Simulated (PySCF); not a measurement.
Single-point calculation of PS (charge −1) (part 1 of 2)

PS, charge −1, multiplicity 3, computed with ROHF/jorge-dzp, nevpt2 (PySCF 2.14.0).

Some settings of this run were made unusual or wrong on purpose. Figures and captions count atoms from 1; the log counts them from 0 in places.

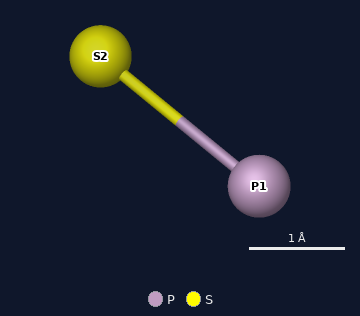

Figure 1. The structure as given in the input (ball-and-stick view, seen at an oblique angle; atoms are numbered from 1 in the order of the input). Bond lengths as drawn: P–S 2.26 Å.

## What the run reported

```csv
quantity,value
outcome,converged
SCF energy,−738.273386 hartree
hardware,"1 CPU thread, shared host"
wall time,2.1 s
```

## What went wrong

Some settings of this run were drawn to be unusual or wrong. It converged; results that depend on the unusual settings are not reference values.

## The input
```python
from pyscf import gto, scf, mcscf, mrpt

mol = gto.M(
    atom='P 0 0 0; S 0 0 2.257',
    basis='jorge-dzp',
    charge=-1,
    spin=2,
    symmetry=True,
    verbose=4,
)
mf = scf.ROHF(mol)
mf.conv_tol = 0.001
mf.kernel()
mc = mcscf.CASSCF(mf, 6, 8)
mc.kernel()
mc.analyze()
mrpt.NEVPT(mc).kernel()
mf.dip_moment()
print('orbital energies (hartree):', mf.mo_energy[..., max(0, mol.nelec[1]-3):mol.nelec[0]+3].round(4))
```

Launched with:
```bash
OMP_NUM_THREADS=1 python input.py
```

## Output
```
PySCF version 2.14.0

[INPUT] verbose = 4
[INPUT] num. atoms = 2
[INPUT] num. electrons = 32
[INPUT] charge = -1
[INPUT] spin (= nelec alpha-beta = 2S) = 2
[INPUT] symmetry True subgroup None
[INPUT] Mole.unit = angstrom
[INPUT] Symbol           X                Y                Z      unit          X                Y                Z       unit  Magmom
[INPUT]  1 P      0.000000000000   0.000000000000   0.000000000000 AA    0.000000000000   0.000000000000   0.000000000000 Bohr   0.0
[INPUT]  2 S      0.000000000000   0.000000000000   2.257000000000 AA    0.000000000000   0.000000000000   4.265111863143 Bohr   0.0

nuclear repulsion = 56.2705053703146
point group symmetry = Coov
symmetry origin: [0.         0.         2.20134806]
symmetry axis x: [1. 0. 0.]
symmetry axis y: [0. 1. 0.]
symmetry axis z: [0. 0. 1.]
num. orbitals of irrep A1 = 24
num. orbitals of irrep E1x = 10
num. orbitals of irrep E1y = 10
num. orbitals of irrep E2x = 2
num. orbitals of irrep E2y = 2
number of shells = 24
number of NR pGTOs = 88
number of NR cGTOs = 48
basis = jorge-dzp
ecp = {}

******** <class 'pyscf.scf.hf_symm.SymAdaptedROHF'> ********
method = SymAdaptedROHF
initial guess = minao
damping factor = 0
level_shift factor = 0
DIIS = <class 'pyscf.scf.diis.CDIIS'>
diis_start_cycle = 1
diis_space = 8
diis_damp = 0
SCF conv_tol = 0.001
SCF conv_tol_grad = None
SCF max_cycles = 50
direct_scf = True
direct_scf_tol = 1e-13
num. doubly occ = 15  num. singly occ = 2
Freeze 0 electrons in irreps []
    32 free electrons in irreps A1 E1x E1y E2x E2y
Set gradient conv threshold to 0.0316228
init E= -737.793146882743
HOMO (E1y) = -0.131511715103089  LUMO (A1) = 0.0315697854095305
cycle= 1 E= -738.23687402155  delta_E= -0.444  |g|= 0.28  |ddm|= 1.13
HOMO (E1y) = 0.0645356478033894  LUMO (A1) = 0.338496631854895
cycle= 2 E= -738.229532454329  delta_E= 0.00734  |g|= 0.275  |ddm|= 0.494
HOMO (E1y) = 0.0864444030422931  LUMO (A1) = 0.33766788857146
cycle= 3 E= -738.268659492059  delta_E= -0.0391  |g|= 0.0701  |ddm|= 0.313
HOMO (E1y) = 0.0724445950879722  LUMO (A1) = 0.33196999111891
cycle= 4 E= -738.271801485541  delta_E= -0.00314  |g|= 0.0311  |ddm|= 0.0832
HOMO (E1y) = 0.0743302564077113  LUMO (A1) = 0.336263627540959
cycle= 5 E= -738.272901773653  delta_E= -0.0011  |g|= 0.0186  |ddm|= 0.0588
HOMO (E1y) = 0.0721047001328756  LUMO (A1) = 0.336966700794861
cycle= 6 E= -738.273356934548  delta_E= -0.000455  |g|= 0.00535  |ddm|= 0.0503
```

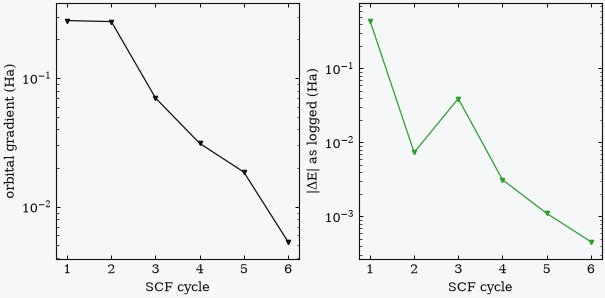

Figure 2. Convergence of the self-consistent field: orbital gradient and size of the energy change against the SCF cycle. The residual falls at every step.

```
HOMO (E1y) = 0.0713742216182136  LUMO (A1) = 0.336727955669559
Extra cycle  E= -738.273385684569  delta_E= -2.88e-05  |g|= 0.00288  |ddm|= 0.00896
converged SCF energy = -738.273385684569

******** <class 'pyscf.mcscf.mc1step_symm.SymAdaptedCASSCF'> ********
CAS (5e+3e, 6o), ncore = 12, nvir = 30
max_cycle_macro = 50
max_cycle_micro = 4
conv_tol = 1e-07
conv_tol_grad = None
orbital rotation max_stepsize = 0.02
orbital rotation threshold for CI restart = 0.01
augmented hessian ah_max_cycle = 30
augmented hessian ah_conv_tol = 1e-12
augmented hessian ah_linear dependence = 1e-14
augmented hessian ah_level shift = 1e-08
augmented hessian ah_start_tol = 2.5
augmented hessian ah_start_cycle = 3
augmented hessian ah_grad_trust_region = 3
kf_trust_region = 3
kf_interval = 4
ci_response_space = 4
ci_grad_trust_region = 3
with_dep4 0
natorb = False
canonicalization = True
sorting_mo_energy = False
ao2mo_level = 2
internal_rotation = False
******** <class 'pyscf.fci.direct_spin1_symm.FCISolver'> ********
max. cycles = 50
conv_tol = 1e-08
davidson only = False
linear dependence = 1e-12
level shift = 0.001
max iter space = 12
nroots = 1
pspace_size = 400
spin = None
CI wfn symmetry = None
Symmetries of active orbitals: A1 E1x E1y E1x E1y A1
Active space CI wfn symmetry = A2
CASCI E = -738.294479538819  S^2 = 2.0000000
Set conv_tol_grad to 0.000316228
macro iter   1 ( 21 JK    4 micro), CASSCF E = -738.307329400637  dE = -1.28498618e-02  S^2 = 2.0000000
               |grad[o]|=0.0545  |grad[c]|=0.0212  |ddm|=0.0618  |maxRot[o]|=0.292
macro iter   2 ( 12 JK    4 micro), CASSCF E = -738.308001710593  dE = -6.72309955e-04  S^2 = 2.0000000
               |grad[o]|=0.0218  |grad[c]|=0.00376  |ddm|=0.0238  |maxRot[o]|=0.0871
macro iter   3 ( 12 JK    4 micro), CASSCF E = -738.308105373142  dE = -1.03662549e-04  S^2 = 2.0000000
               |grad[o]|=0.00562  |grad[c]|=0.000603  |ddm|=0.00403  |maxRot[o]|=0.0333
macro iter   4 (  9 JK    3 micro), CASSCF E = -738.308112470115  dE = -7.09697269e-06  S^2 = 2.0000000
               |grad[o]|=0.00109  |grad[c]|=9.12e-05  |ddm|=0.00185  |maxRot[o]|=0.0117
macro iter   5 (  4 JK    1 micro), CASSCF E = -738.308112516291  dE = -4.61764103e-08  S^2 = 2.0000000
               |grad[o]|=8.83e-05  |grad[c]|=4.54e-05  |ddm|=0.000137  |maxRot[o]|=0.000829
1-step CASSCF converged in   5 macro ( 58 JK  16 micro) steps
CASSCF canonicalization
Density matrix diagonal elements [1.9378047  1.96129029 1.96129029 1.03755339 1.03755339 0.06450794]
CASSCF energy = -738.308112516291
CASCI E = -738.308112516291  E(CI) = -9.72331638251717  S^2 = 2.0000000
Natural occ [1.94038788 1.97464788 1.97464788 1.0241958  1.0241958  0.06192476]
Natural orbital (expansion on meta-Lowdin AOs) in CAS space
               #1        #2        #3        #4        #5
0 P 1s           0.00181   0.00000   0.00000   0.00000   0.00000
0 P 2s           0.01810   0.00000  -0.00000  -0.00000  -0.00000
0 P 3s           0.00462   0.00000  -0.00000   0.00000  -0.00000
0 P 4s           0.04451  -0.00000  -0.00000  -0.00000  -0.00000
0 P 5s          -0.01590   0.00000   0.00000   0.00000  -0.00000
0 P 6s           0.01663  -0.00000  -0.00000  -0.00000  -0.00000
0 P 7s           0.00213  -0.00000  -0.00000   0.00000  -0.00000
0 P 2px          0.00000  -0.00972  -0.00000  -0.00541   0.00000
0 P 2py         -0.00000   0.00000  -0.00972  -0.00000  -0.00541
0 P 2pz          0.00989  -0.00000   0.00000  -0.00000   0.00000
0 P 3px          0.00000  -0.44766  -0.00000  -0.89085   0.00000
0 P 3py         -0.00000  -0.00000  -0.44766   0.00000  -0.89085
0 P 3pz          0.64974   0.00000   0.00000   0.00000   0.00000
0 P 4px         -0.00000   0.02024  -0.00000   0.05715  -0.00000
0 P 4py         -0.00000   0.00000   0.02024  -0.00000   0.05715
0 P 4pz          0.02086  -0.00000  -0.00000  -0.00000  -0.00000
0 P 5px         -0.00000  -0.00887   0.00000  -0.02606  -0.00000
0 P 5py          0.00000   0.00000  -0.00887  -0.00000  -0.02606
0 P 5pz          0.00146  -0.00000  -0.00000  -0.00000  -0.00000
0 P 3dxy         0.00000   0.00000   0.00000   0.00000  -0.00000
0 P 3dyz        -0.00000   0.00000   0.03982  -0.00000  -0.02629
0 P 3dz^2       -0.06082  -0.00000  -0.00000  -0.00000  -0.00000
0 P 3dxz        -0.00000   0.03982  -0.00000  -0.02629  -0.00000
0 P 3dx2-y2      0.00000   0.00000   0.00000  -0.00000  -0.00000
1 S 1s          -0.00001  -0.00000   0.00000  -0.00000   0.00000
1 S 2s          -0.00205  -0.00000   0.00000  -0.00000   0.00000
1 S 3s           0.06144   0.00000   0.00000   0.00000  -0.00000
1 S 4s          -0.03361  -0.00000  -0.00000  -0.00000  -0.00000
1 S 5s          -0.00924   0.00000   0.00000   0.00000  -0.00000
1 S 6s          -0.01186   0.00000   0.00000   0.00000  -0.00000
1 S 7s          -0.00107   0.00000   0.00000   0.00000  -0.00000
1 S 2px         -0.00000  -0.00991   0.00000   0.00274   0.00000
1 S 2py          0.00000  -0.00000  -0.00991  -0.00000   0.00274
1 S 2pz         -0.01162   0.00000   0.00000  -0.00000  -0.00000
1 S 3px          0.00000  -0.89106  -0.00000   0.44567  -0.00000
1 S 3py         -0.00000  -0.00000  -0.89106  -0.00000   0.44567
1 S 3pz         -0.74999   0.00000  -0.00000   0.00000   0.00000
1 S 4px         -0.00000  -0.05039   0.00000   0.04814  -0.00000
1 S 4py          0.00000   0.00000  -0.05039  -0.00000   0.04814
1 S 4pz          0.01083   0.00000   0.00000   0.00000   0.00000
1 S 5px          0.00000  -0.01477  -0.00000   0.01409   0.00000
1 S 5py          0.00000   0.00000  -0.01477  -0.00000   0.01409
1 S 5pz         -0.00516   0.00000   0.00000   0.00000   0.00000
1 S 3dxy         0.00000  -0.00000  -0.00000   0.00000  -0.00000
1 S 3dyz         0.00000   0.00000  -0.02449  -0.00000  -0.02391
1 S 3dz^2       -0.05317   0.00000   0.00000   0.00000   0.00000
1 S 3dxz        -0.00000  -0.02449  -0.00000  -0.02391  -0.00000
1 S 3dx2-y2      0.00000  -0.00000  -0.00000   0.00000   0.00000
               #6
0 P 1s          -0.00192
0 P 2s          -0.01938
0 P 3s           0.22367
0 P 4s           0.00864
0 P 5s          -0.00172
0 P 6s           0.00356
0 P 7s           0.00003
0 P 2px         -0.00000
0 P 2py         -0.00000
0 P 2pz         -0.00385
0 P 3px          0.00000
0 P 3py          0.00000
0 P 3pz         -0.69823
0 P 4px         -0.00000
0 P 4py          0.00000
0 P 4pz         -0.03710
0 P 5px         -0.00000
0 P 5py          0.00000
0 P 5pz         -0.00153
0 P 3dxy        -0.00000
0 P 3dyz        -0.00000
0 P 3dz^2        0.02766
0 P 3dxz        -0.00000
0 P 3dx2-y2      0.00000
1 S 1s          -0.00014
1 S 2s          -0.00079
1 S 3s          -0.22451
1 S 4s           0.06495
1 S 5s           0.01779
1 S 6s           0.02258
1 S 7s           0.00270
1 S 2px          0.00000
1 S 2py          0.00000
1 S 2pz         -0.00375
1 S 3px          0.00000
1 S 3py          0.00000
1 S 3pz         -0.63202
1 S 4px         -0.00000
1 S 4py         -0.00000
1 S 4pz          0.03984
1 S 5px          0.00000
1 S 5py         -0.00000
1 S 5pz          0.01004
1 S 3dxy        -0.00000
1 S 3dyz        -0.00000
1 S 3dz^2        0.05664
1 S 3dxz        -0.00000
1 S 3dx2-y2     -0.00000
<mo_coeff-mcscf|mo_coeff-hf>  1      1        1.00000000
<mo_coeff-mcscf|mo_coeff-hf>  2      2        1.00000000
<mo_coeff-mcscf|mo_coeff-hf>  3      3        0.99999840
<mo_coeff-mcscf|mo_coeff-hf>  4      4        0.99999912
<mo_coeff-mcscf|mo_coeff-hf>  5      5        0.99998629
<mo_coeff-mcscf|mo_coeff-hf>  6      6        0.99999191
<mo_coeff-mcscf|mo_coeff-hf>  7      7        0.99999191
<mo_coeff-mcscf|mo_coeff-hf>  8      8        0.99997717
<mo_coeff-mcscf|mo_coeff-hf>  9      9        0.99997717
<mo_coeff-mcscf|mo_coeff-hf>  10     10       0.99998686
<mo_coeff-mcscf|mo_coeff-hf>  11     11       0.97485328
<mo_coeff-mcscf|mo_coeff-hf>  12     12       0.98462672
<mo_coeff-mcscf|mo_coeff-hf>  13     13       0.97234445
<mo_coeff-mcscf|mo_coeff-hf>  14     14       0.99992383
<mo_coeff-mcscf|mo_coeff-hf>  15     15       0.99992383
<mo_coeff-mcscf|mo_coeff-hf>  16     16       0.99961026
<mo_coeff-mcscf|mo_coeff-hf>  17     17       0.99961026
<mo_coeff-mcscf|mo_coeff-hf>  18     18       0.90706486
<mo_coeff-mcscf|mo_coeff-hf>  19     19       0.75292693
<mo_coeff-mcscf|mo_coeff-hf>  19     20       0.54349010
<mo_coeff-mcscf|mo_coeff-hf>  20     19      -0.65549429
<mo_coeff-mcscf|mo_coeff-hf>  20     20       0.66443256
<mo_coeff-mcscf|mo_coeff-hf>  21     21       0.99438571
<mo_coeff-mcscf|mo_coeff-hf>  22     22       0.99438571
<mo_coeff-mcscf|mo_coeff-hf>  23     20      -0.47419461
<mo_coeff-mcscf|mo_coeff-hf>  23     23       0.84889705
<mo_coeff-mcscf|mo_coeff-hf>  24     24       0.95175008
<mo_coeff-mcscf|mo_coeff-hf>  25     25       0.95175008
<mo_coeff-mcscf|mo_coeff-hf>  26     26       0.95406880
<mo_coeff-mcscf|mo_coeff-hf>  27     27       0.95406880
<mo_coeff-mcscf|mo_coeff-hf>  28     28       0.99948810
<mo_coeff-mcscf|mo_coeff-hf>  29     29       0.99948810
<mo_coeff-mcscf|mo_coeff-hf>  30     30       0.98972618
<mo_coeff-mcscf|mo_coeff-hf>  31     31       0.99114572
<mo_coeff-mcscf|mo_coeff-hf>  32     32       0.99948810
<mo_coeff-mcscf|mo_coeff-hf>  33     33       0.99948810
<mo_coeff-mcscf|mo_coeff-hf>  34     34       0.99927034
<mo_coeff-mcscf|mo_coeff-hf>  35     35       0.99927034
<mo_coeff-mcscf|mo_coeff-hf>  36     36       0.99821726
<mo_coeff-mcscf|mo_coeff-hf>  37     37       0.99899010
<mo_coeff-mcscf|mo_coeff-hf>  38     38       0.99732810
<mo_coeff-mcscf|mo_coeff-hf>  39     39       0.99732810
<mo_coeff-mcscf|mo_coeff-hf>  40     40       0.99732849
<mo_coeff-mcscf|mo_coeff-hf>  41     41       0.99732849
<mo_coeff-mcscf|mo_coeff-hf>  42     42       0.99903887
<mo_coeff-mcscf|mo_coeff-hf>  43     43       0.99999995
<mo_coeff-mcscf|mo_coeff-hf>  44     44       0.99999997
```
